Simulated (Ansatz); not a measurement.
```xyz
7

C     0.8755   -0.9178    1.3870
B    -0.5226   -0.3646    1.6103
F    -1.2095    0.1728    0.5914
Ga    0.8302   -2.8750    0.6871
H    -1.1256   -0.4516    2.6625
H     1.4907   -1.0084    2.2985
H     1.4420   -0.4400    0.5661
```

Geometry: PBE0-D3(BJ)/def2-SVP.

Theory: isolated molecule in a Gaussian basis; Kohn-Sham density functional theory, functional PBE0 in Ansatz 0.2.0.

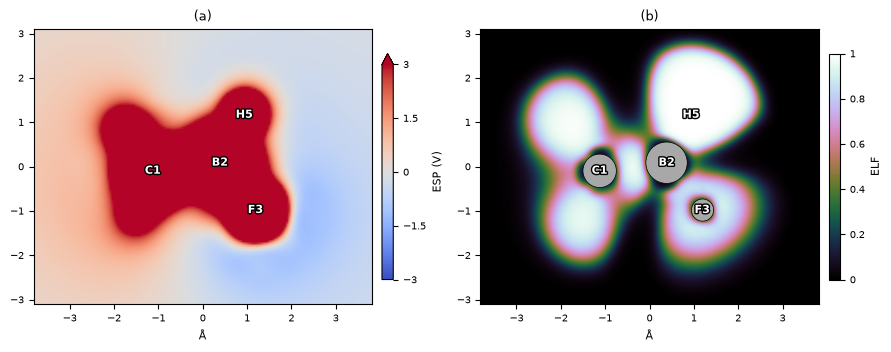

CH$_{3}$BFGa. (a) molecular electrostatic potential; (b) electron localisation function on the plane of atoms C1, B2 and F3. Grey discs cover the atomic cores in the ELF map.

Q: What do the fields say about this system?

A:
- Atoms in the plane: C, B, F and H.
- B–F (1.34 Å): the ELF peaks at about 0.85 between the atoms; a polar covalent bond.
- C–B (1.52 Å): the ELF peaks at about 0.95 between the atoms (a covalent bond).
- B–H (1.22 Å): the ELF climbs to about 1 towards the hydrogen, as it does in any bond to H; an ordinary covalent bond to hydrogen.
- The ELF also peaks beside F3, away from the bonds: lone-pair regions.
- Outside the dense part of the molecule the potential is most negative (−1.2 V) near F3.
